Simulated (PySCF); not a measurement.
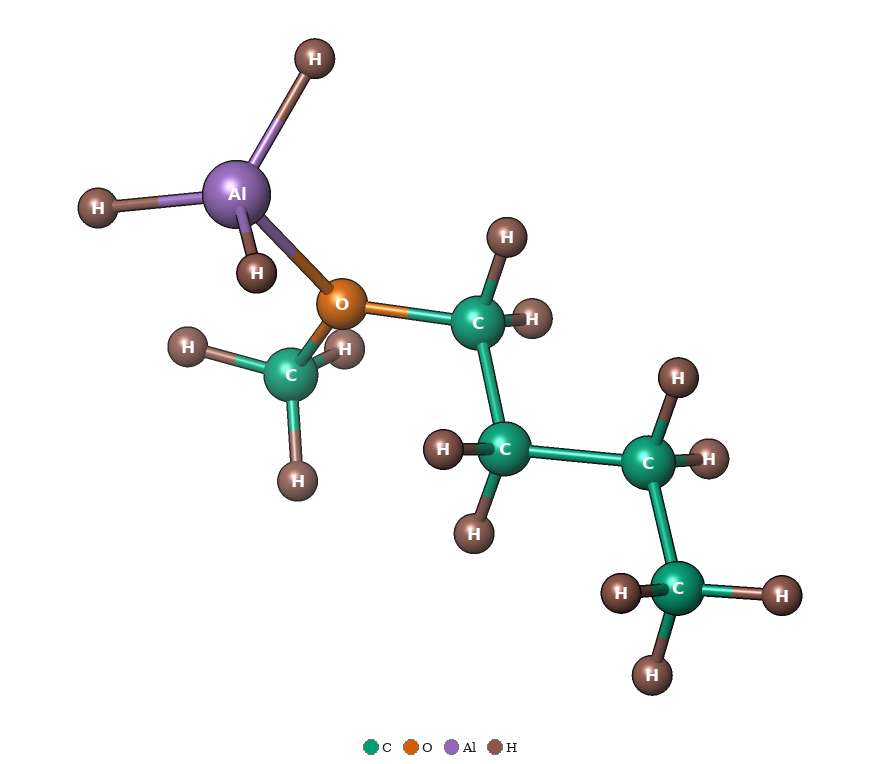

Every bond is drawn as one stick, whatever its order.

The geometry was computed by an optimisation with PBE0-D3(BJ)/def2-SVP. No frequency run is at hand to confirm it as a minimum.

**What is the molecular formula?**

C5H15AlO, 22 atoms: 5 carbon, 15 hydrogen, 1 aluminium and 1 oxygen.

**Which point group does it belong to?**

C1.

**Write the SMILES.**

CCCC[O+](C)[AlH3-]

**How many bonds of each kind are drawn?**

12 C–H, 3 C–C, 3 Al–H, 2 C–O, 1 Al–O.

The parts below concern this one geometry. Atoms keep their numbers from picture to picture.

Charges

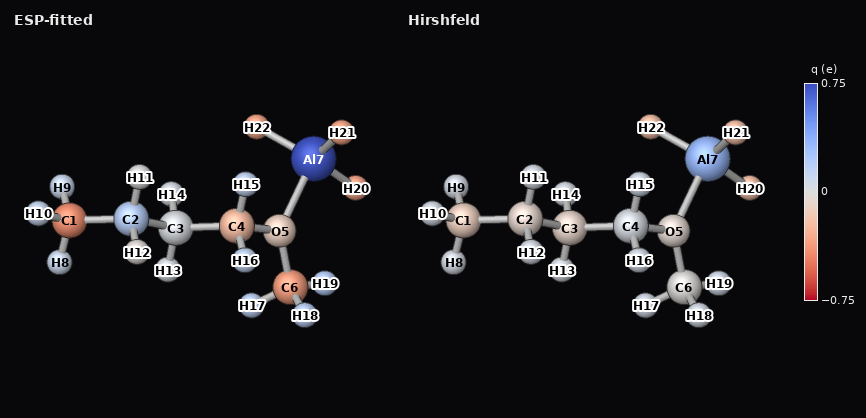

Atomic charges of one calculation by 2 schemes, on one colour scale. No frequency run is at hand to confirm it as a minimum. Computed with PBE0/pcSseg-1 (PySCF 2.14.0).

**Which scheme gives the most polar picture (largest mean size of the charges)?**

The ESP-fitted charges are the largest in size here.

**On which atom do the schemes disagree most?**

On Al7 (from 0.31 to 0.71 e).

List the charges (e), one line for each set of equivalent atoms.

```csv
atom,ESP-fitted,Hirshfeld
C1,−0.40,−0.11
C2,0.18,−0.06
C3,0.02,−0.07
C4,−0.22,0.03
O5,−0.10,−0.05
C6,−0.35,−0.01
Al7,0.71,0.31
H8,0.09,0.04
H9,0.10,0.04
H10,0.11,0.04
H11,0.00,0.04
H12,−0.02,0.04
H13,0.03,0.04
H14,0.05,0.04
H15,0.13,0.06
H16,0.13,0.05
H17,0.16,0.05
H18,0.16,0.05
H19,0.18,0.06
H20,−0.32,−0.20
H21,−0.32,−0.20
H22,−0.31,−0.20
```

Electronic properties

No frequency run is at hand to confirm it as a minimum. Properties computed with PBE0/pcSseg-1, gas phase (PySCF 2.14.0).

**What is the dipole moment?**

5.55 D.

**What is the HOMO energy (Kohn–Sham orbital)?**

−7.23 eV.

**Estimate the LUMO energy (Kohn–Sham orbital).**

0.49 eV.

Excitation

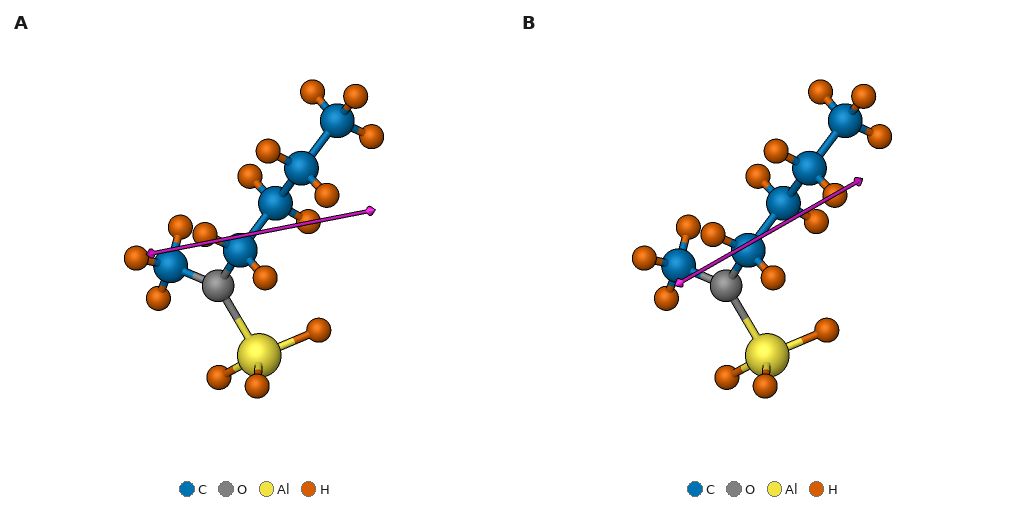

The double arrows show the directions of two transition dipoles from the ground state (lengths mean nothing). No frequency run is at hand to confirm it as a minimum. Level of theory: TDDFT CAM-B3LYP/def2-SVPD, vertical, gas phase, core orbitals frozen in the response (PySCF 2.14.0).

**One belongs to singlet state 4 and one to singlet state 7. Which is which?**

A: state 4, 7.40 eV (168 nm), oscillator strength 0.086, mainly HOMO−1 → LUMO (weight 0.61).
B: state 7, 8.09 eV (153 nm), oscillator strength 0.055, of mixed character, with the largest part HOMO → LUMO+2 (weight 0.22).
